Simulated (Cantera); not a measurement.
Charge: 1 mol SiH₂Cl₂, 1.3 mol NH₃, 43 mol H₂, held at 1673 K.

These are equilibrium values from Cantera (NASA tables, ideal gas, pure condensed phases), not measurements of a reactor. Candidate condensed phases: NH₄Cl, Si, Si₃N₄; 28 gas species. Mutual solubility and eutectic melting of coexisting phases are not modelled. The tables' values for SiCl, SiCl₃ are old estimates; treat these amounts as uncertain. Gases not in the tables: Si₂H₆ and higher silanes. Kinetics and transport are ignored.

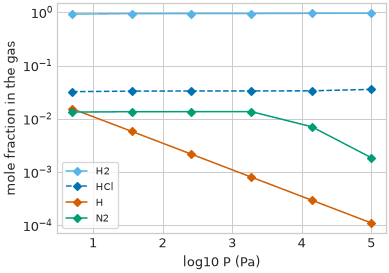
Figure: Equilibrium gas composition (values under 1e-9 drawn at 1e-9)

### Question
Read off the mole fractions at 19.0 mbar.

### Answer
H₂ about 0.95, HCl about 0.033, N₂ about 0.014, H about 0.00080.
